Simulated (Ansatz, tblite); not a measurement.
# The cluster Ge4H6: removing and adding an electron

What does removing or adding an electron cost or gain for the cluster Ge4H6? Each charged state is run at several levels.

Computed with Ansatz 0.2.0, Gaussian basis. Level: as each input shows.

The runs, in order: charge +1 doublet, at the geometry of the singlet (PBE0-D4/def2-TZVP, PBE-D4/def2-TZVP, CAM-B3LYP-D4/def2-TZVP); charge -1 doublet, at the geometry of the singlet (PBE0-D4/def2-TZVPD, PBE-D4/def2-TZVPD, CAM-B3LYP-D4/def2-TZVPD); the starting singlet's energies come from earlier runs.

2 further runs of the same task are left out: 2 set aside as unsound or not needed.

### 1 The geometry

The geometry is that of the singlet, from an earlier relaxation (PBE-D4/def2-SVP). At that level it is the lowest of the isomers that a small search found.

10 atoms, charge 0, spin multiplicity 1.

Atoms are counted from 1 here; the program's logs count them from 0.

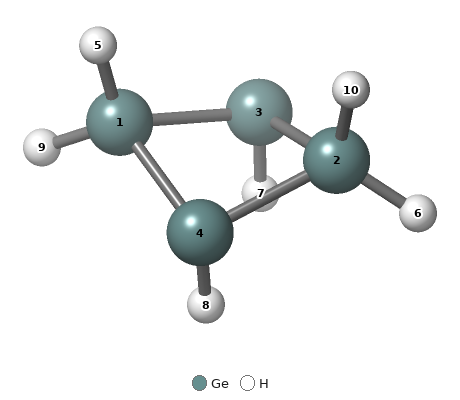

The geometry (germanium teal, hydrogen white); atoms are numbered from 1 in the order of the file.

### 2 Charge +1 doublet at the fixed geometry, PBE0-D4/def2-TZVP

in.yaml reads:

```yaml
crystal:
  periodic: [false, false, false]
  atoms:
    - {symbol: Ge, position_ang: [-0.992544, -1.055306, -1.161547]}
    - {symbol: Ge, position_ang: [0.392566, 0.709260, 1.670615]}
    - {symbol: Ge, position_ang: [-0.784106, 1.279620, -0.413791]}
    - {symbol: Ge, position_ang: [1.081310, -1.108254, 0.161717]}
    - {symbol: H, position_ang: [-2.169478, -1.814044, -0.494891]}
    - {symbol: H, position_ang: [1.464146, 1.681551, 2.231171]}
    - {symbol: H, position_ang: [0.385246, 1.827833, -1.327312]}
    - {symbol: H, position_ang: [2.114676, -0.385941, -0.793720]}
    - {symbol: H, position_ang: [-0.936749, -1.377357, -2.678455]}
    - {symbol: H, position_ang: [-0.555066, 0.242647, 2.806202]}
basis:
  gaussian: {orbitals: def2-TZVP}
total_charge: 1
magnetization: {spin_polarized: true, initial_magnetization: 1}
hamiltonian: {xc: pbe0, dispersion: d4}
scf: {omitted_lower_state_checks: [starts]}
output: {orbitals: {seedname: orbitals}}
```

The run is started by

```bash
$ ansatz run in.yaml --threads 4 --pin off --events-out ev --progress --plain --max-ram 8704MiB
```

What it wrote:

```text
Functional definition: PBE0
  name "PBE0"
  cite "Adamo & Barone, J. Chem. Phys. 110, 6158 (1999) doi:10.1063/1.478522"
  cite "Perdew, Burke & Ernzerhof, Phys. Rev. Lett. 77, 3865 (1996) doi:10.1103/PhysRevLett.77.3865"
  parent pbe
  parameter a = 0.25
  parameter kappa = 0.804
  parameter beta = 0.06672455060314922
  exchange = (1 - a)*pbe_x(kappa = kappa, mu = beta*pi^2/3) + a*exact_x
  correlation = pbe_c(beta = beta)
these checks for a lower state are left out or cut short: starts
1608 factors; integrals over basis functions are off by at most 1.0e-3 eV
mean field evaluation 1: about -226132.5039 eV, gradient 2.0e1 eV
mean field evaluation 2: about -226132.7812 eV, gradient 1.9e1 eV
mean field evaluation 4: about -226134.3050 eV, gradient 1.0e0 eV
mean field evaluation 8: about -226134.3631 eV, gradient 1.1e-1 eV
mean field evaluation 16: about -226134.3632 eV, gradient 6.7e-4 eV
mean field -226134.36323596 eV, -8310.2845695451 hartree, gradient 2.6e-5 eV, S^2 0.775757; 0 other end points of the search recorded, 0 dependent functions left out
reference -226134.36326986 eV, -8310.2845707907 hartree; 67, 66 occupied and 161, 162 virtual orbitals, 1608 factors
Total energy: -226134.62888590 eV, -8310.2943320000 hartree
Checks for a lower state left out: starts
```

It took 11 s on 4 threads of Intel Xeon Platinum 8223CL at 3.00GHz, shared host; peak memory 1.2 GiB.

HOMO -11.97 eV, LUMO -9.81 eV (over both spins); ⟨S²⟩ 0.776 (pure: 0.75).

### 3 Charge +1 doublet at the fixed geometry, PBE-D4/def2-TZVP

start.molden holds the orbitals of an earlier run on this state, given as this run's starting guess.

Changes to in.yaml since step 2:

```diff
@@ -14,6 +14,6 @@
 basis:
-  gaussian: {orbitals: def2-TZVP}
+  gaussian: {orbitals: def2-TZVP, initial_orbitals: start.molden}
 total_charge: 1
 magnetization: {spin_polarized: true, initial_magnetization: 1}
-hamiltonian: {xc: pbe0, dispersion: d4}
+hamiltonian: {xc: pbe, dispersion: d4}
 scf: {omitted_lower_state_checks: [starts]}
```

The command is unchanged.

What it wrote:

```text
Functional definition: PBE
  name "PBE"
  cite "Perdew, Burke & Ernzerhof, Phys. Rev. Lett. 77, 3865 (1996) doi:10.1103/PhysRevLett.77.3865"
  parent pbe
  parameter kappa = 0.804
  parameter beta = 0.06672455060314922
  exchange = pbe_x(kappa = kappa, mu = beta*pi^2/3)
  correlation = pbe_c(beta = beta)
these checks for a lower state are left out or cut short: starts
1696 factors; their error is unknown
mean field evaluation 1: about -226128.3574 eV, gradient 1.1e1 eV
mean field evaluation 2: about -226128.5770 eV, gradient 3.1e-1 eV
mean field evaluation 4: about -226128.5277 eV, gradient 1.2e-2 eV
mean field -226128.52766662 eV, -8310.0701163270 hartree, gradient 1.7e-5 eV, S^2 0.759529; 0 other end points of the search recorded, 0 dependent functions left out
reference -226128.52771268 eV, -8310.0701180198 hartree; 67, 66 occupied and 161, 162 virtual orbitals, 1696 factors
Total energy: -226128.83668388 eV, -8310.0814725018 hartree
Checks for a lower state left out: starts
```

It took 4.5 s on 4 threads of Intel Xeon Platinum 8223CL at 3.00GHz, shared host.

From the report: HOMO -11.07 eV, LUMO -10.62 eV (over both spins); ⟨S²⟩ 0.760 (pure: 0.75).

### 4 Charge +1 doublet at the fixed geometry, CAM-B3LYP-D4/def2-TZVP

Changes to in.yaml since step 3:

```diff
@@ -17,3 +17,3 @@
 magnetization: {spin_polarized: true, initial_magnetization: 1}
-hamiltonian: {xc: pbe, dispersion: d4}
+hamiltonian: {xc: {name: CAM-B3LYP}, dispersion: d4}
 scf: {omitted_lower_state_checks: [starts]}
```

The command is unchanged.

What it wrote:

```text
Functional definition: CAM-B3LYP
  name "CAM-B3LYP"
  cite "Yanai, Tew & Handy, Chem. Phys. Lett. 393, 51 (2004) doi:10.1016/j.cplett.2004.06.011"
  cite "Iikura, Tsuneda, Yanai & Hirao, J. Chem. Phys. 115, 3540 (2001) doi:10.1063/1.1383587"
  cite "Becke, Phys. Rev. A 38, 3098 (1988) doi:10.1103/PhysRevA.38.3098"
  cite "Lee, Yang & Parr, Phys. Rev. B 37, 785 (1988) doi:10.1103/PhysRevB.37.785"
  cite "Vosko, Wilk & Nusair, Can. J. Phys. 58, 1200 (1980) doi:10.1139/p80-159"
  parameter alpha = 0.19
  parameter beta = 0.46
  parameter omega = 0.33/bohr
  parameter ac = 0.81
  # Exact exchange under (alpha + beta erf(omega r))/r, Becke's under what is left of 1/r.
  exchange = (1 - alpha - beta)*b88_x + beta*b88_x_sr(omega) + alpha*exact_x + beta*exact_x_lr(omega)
  correlation = (1 - ac)*vwn5_c + ac*lyp_c
these checks for a lower state are left out or cut short: starts
1608 factors; integrals over basis functions are off by at most 1.0e-3 eV
444 factors; integrals over basis functions are off by at most 8.4e-6 eV
mean field evaluation 1: about -226175.3286 eV, gradient 4.9e0 eV
mean field evaluation 2: about -226175.4081 eV, gradient 9.7e-2 eV
mean field evaluation 4: about -226175.4466 eV, gradient 8.8e-4 eV
mean field -226175.44662859 eV, -8311.7943563769 hartree, gradient 1.2e-5 eV, S^2 0.783419; 0 other end points of the search recorded, 0 dependent functions left out
reference -226175.44677490 eV, -8311.7943617534 hartree; 67, 66 occupied and 161, 162 virtual orbitals, 1608 factors
Total energy: -226175.72846074 eV, -8311.8047135170 hartree
Checks for a lower state left out: starts
```

Run time: 13 s. Hardware: 4 threads of Intel Xeon Platinum 8223CL at 3.00GHz, shared host; peak memory 1.4 GiB.

From the report: HOMO -13.05 eV, LUMO -8.87 eV (over both spins); ⟨S²⟩ 0.783 (pure: 0.75).

### 5 Vertical ionisation energy

Charged state less starting state, singlet to doublet; the starting state's energies are those of its earlier runs.

| level | vertical ionisation energy (eV) | time |
| --- | --- | --- |
| PBE-D4/def2-TZVP | +8.26 | 6.9 s |
| PBE0-D4/def2-TZVP | +8.22 | 17 s |
| CAM-B3LYP-D4/def2-TZVP | +8.22 | 22 s |

Times add the two runs; a level without a time comes out of a correlated run.

Beside −ε(HOMO) of the starting state:

| level | −ε(HOMO) (eV) | by difference (eV) | mismatch (eV) |
| --- | --- | --- | --- |
| PBE-D4/def2-TZVP | 5.82 | 8.26 | -2.44 |
| PBE0-D4/def2-TZVP | 6.57 | 8.22 | -1.66 |
| CAM-B3LYP-D4/def2-TZVP | 7.53 | 8.22 | -0.69 |

### 6 Charge -1 doublet at the fixed geometry, PBE0-D4/def2-TZVPD

Changes to in.yaml since step 4:

```diff
@@ -14,6 +14,6 @@
 basis:
-  gaussian: {orbitals: def2-TZVP, initial_orbitals: start.molden}
-total_charge: 1
+  gaussian: {orbitals: def2-TZVPD}
+total_charge: -1
 magnetization: {spin_polarized: true, initial_magnetization: 1}
-hamiltonian: {xc: {name: CAM-B3LYP}, dispersion: d4}
+hamiltonian: {xc: pbe0, dispersion: d4}
 scf: {omitted_lower_state_checks: [starts]}
```

Same command.

What it wrote:

```text
Functional definition: PBE0
  name "PBE0"
  cite "Adamo & Barone, J. Chem. Phys. 110, 6158 (1999) doi:10.1063/1.478522"
  cite "Perdew, Burke & Ernzerhof, Phys. Rev. Lett. 77, 3865 (1996) doi:10.1103/PhysRevLett.77.3865"
  parent pbe
  parameter a = 0.25
  parameter kappa = 0.804
  parameter beta = 0.06672455060314922
  exchange = (1 - a)*pbe_x(kappa = kappa, mu = beta*pi^2/3) + a*exact_x
  correlation = pbe_c(beta = beta)
these checks for a lower state are left out or cut short: starts
2010 factors; their error is unknown
mean field evaluation 1: about -226141.6047 eV, gradient 2.5e1 eV
mean field evaluation 2: about -226141.1786 eV, gradient 2.9e1 eV
mean field evaluation 4: about -226142.7924 eV, gradient 8.3e-1 eV
mean field evaluation 8: about -226143.7103 eV, gradient 2.2e-1 eV
mean field evaluation 16: about -226143.7104 eV, gradient 3.1e-4 eV
mean field -226143.71044609 eV, -8310.6280731813 hartree, gradient 7.1e-5 eV, S^2 0.758053; 0 other end points of the search recorded, 0 dependent functions left out
reference -226143.71049091 eV, -8310.6280748286 hartree; 68, 67 occupied and 202, 203 virtual orbitals, 2010 factors
Total energy: -226144.04234936 eV, -8310.6402704015 hartree
Checks for a lower state left out: starts
```

Wall time 18 s (4 threads of Intel Xeon Platinum 8223CL at 3.00GHz, shared host); peak memory 1.9 GiB.

HOMO 0.39 eV, LUMO 2.33 eV (over both spins); ⟨S²⟩ 0.758 (pure: 0.75). Doubts: highest occupied level lies above zero.

### 7 Charge -1 doublet at the fixed geometry, PBE-D4/def2-TZVPD

Changes to in.yaml since step 6:

```diff
@@ -14,6 +14,6 @@
 basis:
-  gaussian: {orbitals: def2-TZVPD}
+  gaussian: {orbitals: def2-TZVPD, initial_orbitals: start.molden}
 total_charge: -1
 magnetization: {spin_polarized: true, initial_magnetization: 1}
-hamiltonian: {xc: pbe0, dispersion: d4}
+hamiltonian: {xc: pbe, dispersion: d4}
 scf: {omitted_lower_state_checks: [starts]}
```

Launched as before.

What it wrote:

```text
Functional definition: PBE
  name "PBE"
  cite "Perdew, Burke & Ernzerhof, Phys. Rev. Lett. 77, 3865 (1996) doi:10.1103/PhysRevLett.77.3865"
  parent pbe
  parameter kappa = 0.804
  parameter beta = 0.06672455060314922
  exchange = pbe_x(kappa = kappa, mu = beta*pi^2/3)
  correlation = pbe_c(beta = beta)
these checks for a lower state are left out or cut short: starts
1798 factors; their error is unknown
mean field evaluation 1: about -226137.6250 eV, gradient 1.1e1 eV
mean field evaluation 2: about -226137.8367 eV, gradient 2.8e-1 eV
mean field evaluation 4: about -226137.8107 eV, gradient 2.6e-3 eV
mean field -226137.81068190 eV, -8310.4112608463 hartree, gradient 2.1e-5 eV, S^2 0.753271; 0 other end points of the search recorded, 0 dependent functions left out
reference -226137.81074359 eV, -8310.4112631134 hartree; 68, 67 occupied and 202, 203 virtual orbitals, 1798 factors
Total energy: -226138.19560702 eV, -8310.4254065838 hartree
Checks for a lower state left out: starts
```

It took 6.5 s on 4 threads of Intel Xeon Platinum 8223CL at 3.00GHz, shared host; peak memory 0.66 GiB.

HOMO 1.14 eV, LUMO 1.70 eV (over both spins); ⟨S²⟩ 0.753 (pure: 0.75). Doubts: highest occupied level lies above zero.

### 8 Charge -1 doublet at the fixed geometry, CAM-B3LYP-D4/def2-TZVPD

Changes to in.yaml since step 7:

```diff
@@ -17,3 +17,3 @@
 magnetization: {spin_polarized: true, initial_magnetization: 1}
-hamiltonian: {xc: pbe, dispersion: d4}
+hamiltonian: {xc: {name: CAM-B3LYP}, dispersion: d4}
 scf: {omitted_lower_state_checks: [starts]}
```

Same command.

What it wrote:

```text
Functional definition: CAM-B3LYP
  name "CAM-B3LYP"
  cite "Yanai, Tew & Handy, Chem. Phys. Lett. 393, 51 (2004) doi:10.1016/j.cplett.2004.06.011"
  cite "Iikura, Tsuneda, Yanai & Hirao, J. Chem. Phys. 115, 3540 (2001) doi:10.1063/1.1383587"
  cite "Becke, Phys. Rev. A 38, 3098 (1988) doi:10.1103/PhysRevA.38.3098"
  cite "Lee, Yang & Parr, Phys. Rev. B 37, 785 (1988) doi:10.1103/PhysRevB.37.785"
  cite "Vosko, Wilk & Nusair, Can. J. Phys. 58, 1200 (1980) doi:10.1139/p80-159"
  parameter alpha = 0.19
  parameter beta = 0.46
  parameter omega = 0.33/bohr
  parameter ac = 0.81
  # Exact exchange under (alpha + beta erf(omega r))/r, Becke's under what is left of 1/r.
  exchange = (1 - alpha - beta)*b88_x + beta*b88_x_sr(omega) + alpha*exact_x + beta*exact_x_lr(omega)
  correlation = (1 - ac)*vwn5_c + ac*lyp_c
these checks for a lower state are left out or cut short: starts
1962 factors; their error is unknown
623 factors; integrals over basis functions are off by at most 1.0e-5 eV
mean field evaluation 1: about -226184.0723 eV, gradient 5.2e0 eV
mean field evaluation 2: about -226184.1652 eV, gradient 1.0e-1 eV
mean field evaluation 4: about -226184.8504 eV, gradient 5.4e-4 eV
mean field -226184.85037306 eV, -8312.1399376117 hartree, gradient 1.5e-5 eV, S^2 0.761155; 0 other end points of the search recorded, 0 dependent functions left out
reference -226184.85053606 eV, -8312.1399436019 hartree; 68, 67 occupied and 202, 203 virtual orbitals, 1962 factors
Total energy: -226185.20087377 eV, -8312.1528182755 hartree
Checks for a lower state left out: starts
```

Wall time 25 s (4 threads of Intel Xeon Platinum 8223CL at 3.00GHz, shared host); peak memory 2 GiB.

Report: HOMO -0.58 eV, LUMO 3.09 eV (over both spins); ⟨S²⟩ 0.761 (pure: 0.75).

### 9 Vertical electron affinity

Starting state less charged state (positive: the electron is bound), singlet to doublet; the starting state's energies are those of its earlier runs.

| level | vertical electron affinity (eV) | time |
| --- | --- | --- |
| PBE-D4/def2-TZVPD | +1.05 | 9.9 s |
| PBE0-D4/def2-TZVPD | +1.14 | 25 s |
| CAM-B3LYP-D4/def2-TZVPD | +1.21 | 35 s |

Times add the two runs; a level without a time comes out of a correlated run.

Beside −ε(LUMO) of the starting state:

| level | −ε(LUMO) (eV) | by difference (eV) | mismatch (eV) |
| --- | --- | --- | --- |
| PBE-D4/def2-TZVPD | 3.19 | 1.05 | +2.14 |
| PBE0-D4/def2-TZVPD | 2.61 | 1.14 | +1.46 |
| CAM-B3LYP-D4/def2-TZVPD | 1.77 | 1.21 | +0.56 |

### 10 Outcome

```
                                             quantity                                    value
 vertical ionisation energy, functionals in def2-TZVP  8.22 (CAM-B3LYP-D4) to 8.26 eV (PBE-D4)
vertical electron affinity, functionals in def2-TZVPD  1.05 (PBE-D4) to 1.21 eV (CAM-B3LYP-D4)
```

In words: The vertical ionisation energy spans 8.22 to 8.26 eV over the functionals. −ε(HOMO) misses the level's own difference by -0.69 eV at best (CAM-B3LYP-D4) and -2.44 eV at worst (PBE-D4). The vertical electron affinity spans 1.05 to 1.21 eV over the functionals. The anion's highest level lies above zero where self-interaction lifts it, so diffuse functions weigh on these values. −ε(LUMO) misses the level's own difference by +0.56 eV at best (CAM-B3LYP-D4) and +2.14 eV at worst (PBE-D4).
